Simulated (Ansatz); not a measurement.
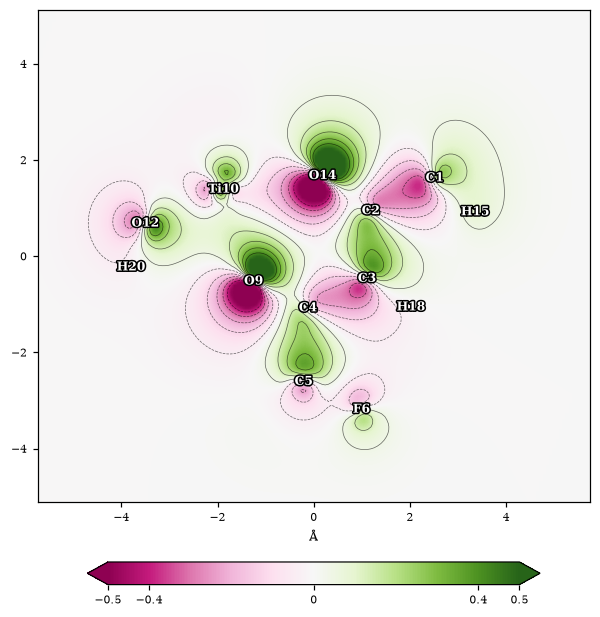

Figure. C5H6F4O4Ti. The HOMO−1 on the plane of atoms C3, C4 and O9 (values in Å⁻³ᐟ²; the overall sign is arbitrary).

Geometry: PBE0-D4/def2-TZVP.

The calculation used Ansatz, RKS PBE0-D4/def2-TZVPP.

Input

```
crystal:
  periodic: [false, false, false]
  atoms:
    - {symbol: C, position_ang: [-1.833836, -1.264612, 1.911332]}
    - {symbol: C, position_ang: [-0.864784, -0.624113, 0.973921]}
    - {symbol: C, position_ang: [-1.253020, 0.484649, 0.193903]}
    - {symbol: C, position_ang: [-0.350773, 1.065629, -0.660030]}
    - {symbol: C, position_ang: [-0.773952, 2.262548, -1.517346]}
    - {symbol: F, position_ang: [-2.044298, 2.610856, -1.312208]}
    - {symbol: F, position_ang: [-0.630691, 1.973222, -2.809979]}
    - {symbol: F, position_ang: [-0.008832, 3.317668, -1.241990]}
    - {symbol: O, position_ang: [0.857070, 0.730558, -0.848870]}
    - {symbol: Ti, position_ang: [2.053144, -0.697731, -0.077183]}
    - {symbol: O, position_ang: [2.046363, -2.418207, -0.593769]}
    - {symbol: O, position_ang: [3.272691, -0.037616, -1.199157]}
    - {symbol: F, position_ang: [2.796326, -0.454340, 1.505543]}
    - {symbol: O, position_ang: [0.287599, -1.115074, 0.917902]}
    - {symbol: H, position_ang: [-2.804695, -0.772972, 1.904712]}
    - {symbol: H, position_ang: [-1.954244, -2.315571, 1.637819]}
    - {symbol: H, position_ang: [-1.416259, -1.241980, 2.920621]}
    - {symbol: H, position_ang: [-2.255832, 0.874137, 0.265991]}
    - {symbol: H, position_ang: [1.543822, -3.072133, -0.100413]}
    - {symbol: H, position_ang: [3.242500, 0.704578, -1.804698]}
basis:
  gaussian: {orbitals: def2-TZVPP}
hamiltonian: {xc: pbe0, dispersion: d4}
output: {orbitals: {seedname: orbitals}}
```

Run with:

```sh
ansatz run in.yaml --threads 11 --pin off --events-out ev --progress --plain --max-ram 110592MiB --backend cuda --devices 0, --max-vram 75GiB
```

**Describe this orbital and give its energy.**

It lies mainly on O14 (about 30 %), O9 (about 25 %), C2 (about 5 %) and C3 (about 5 %). Its energy is −8.70 eV.
